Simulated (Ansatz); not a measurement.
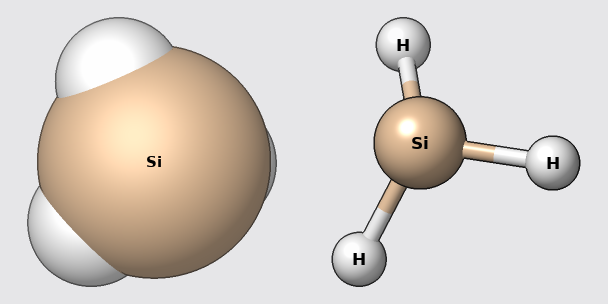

Both panels show the same species.

State: neutral, doublet. The geometry was computed by an optimisation with PBE0-D4/def2-TZVP.

**Which formula does it have?**

SiH3, 4 atoms: 1 silicon and 3 hydrogen.

**How many sets of symmetry-equivalent atoms are there?**

2: 1 Si, 3 H.

**How many bonds of each kind are drawn?**

3 Si–H. Sticks follow a distance rule.

More results for the same structure follow; atom numbers are the same in all pictures, views and colours differ.

## Shape

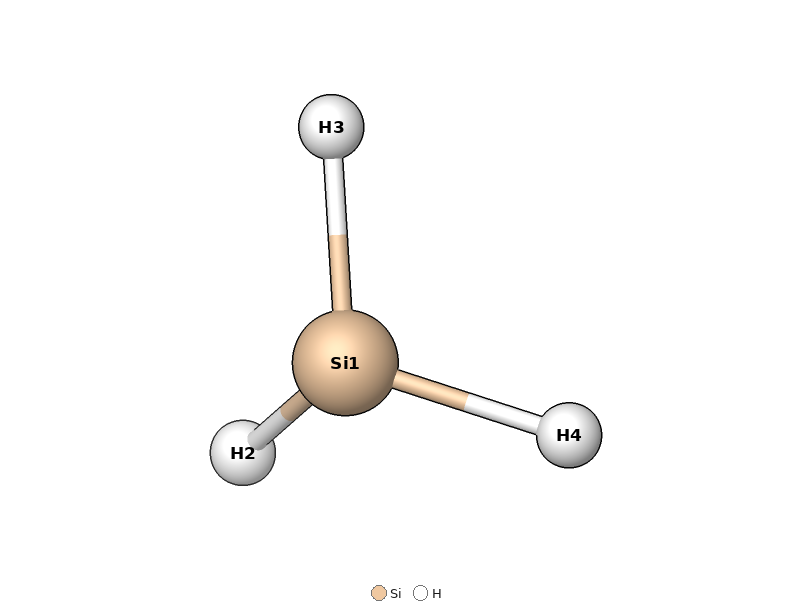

Numbered structure.

List the bonds and their lengths.

| bond | length (Å) |
| --- | --- |
| Si1–H2 | 1.486 |
| Si1–H3 | 1.486 |
| Si1–H4 | 1.486 |

## Charges

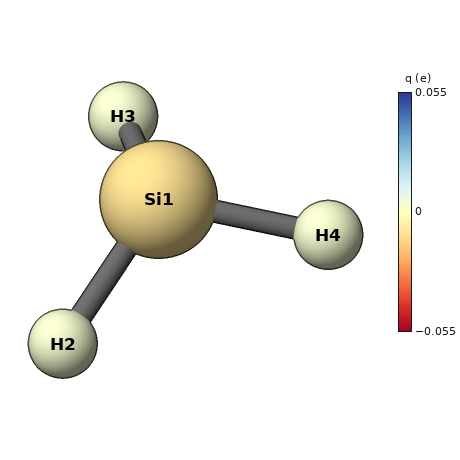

Atoms are coloured by their Mulliken charges. Level of theory: UKS PBE0-D4/def2-TZVP (Ansatz 0.2.0).

List the Mulliken charges.

```csv
atom,value (e)
Si1,−0.01
H2,0.00
H3,0.00
H4,0.00
```

## Vibrations

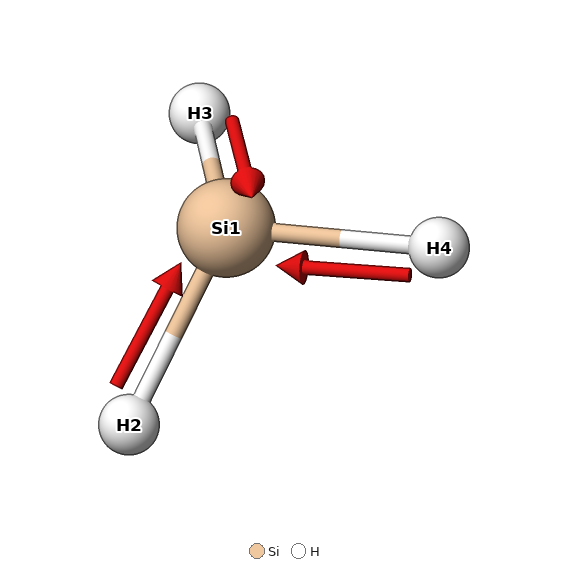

The arrows show one normal mode. Harmonic vibrations computed with UKS PBE0-D4/def2-TZVP (Ansatz 0.2.0) at a stationary point of the same level.

**What kind of motion is it?**

Mostly in-phase stretching of 3 Si–H bonds.

**At what wavenumber does it lie?**

2203 cm⁻¹; it is mode 4 of 6 counted from the lowest.

## Thermal motion

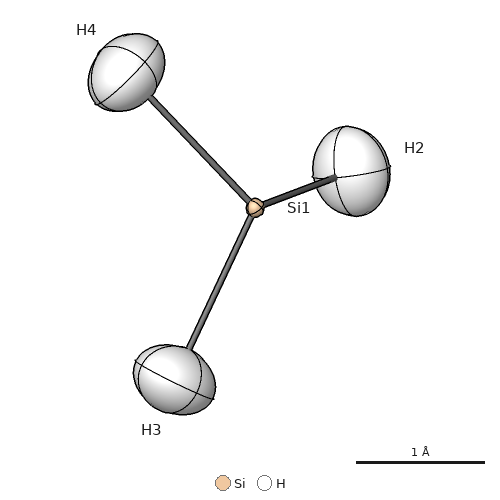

Displacement ellipsoids at the 50 % level, enlarged 2 times, from the internal vibrations of the free molecule (harmonic, no overall translation or rotation; no half-axis is drawn under 0.075 Å). Vibrations computed with UKS PBE0-D4/def2-TZVP (Ansatz 0.2.0). Temperature: 600 K.

**Which atom has the largest mean-square displacement?**

H2, H3, H4, with U_eq = 0.0104 Å².

**Does H4 move more along its bond or across it?**

Across it: the root-mean-square amplitude is 0.086 Å along the bond and up to 0.115 Å across, since bending and torsion are softer than stretching.

Give the displacement parameters, one line for each set of equivalent atoms.

| atom | U_eq (Å²) | rms amplitudes (Å) |
| --- | --- | --- |
| Si1 | 0.00006 | 0.006, 0.006, 0.010 |
| H2, H3, H4 | 0.0104 | 0.086, 0.104, 0.115 |

## Electronic properties

Properties computed with UHF-CCSD(T), frozen core/def2-TZVPP (Ansatz 0.2.0).

Computed properties:

- ⟨S²⟩ of the determinant: 0.755
- T1 diagnostic: 0.015

Mulliken values depend strongly on the basis set and can even reverse the polarity of a bond.
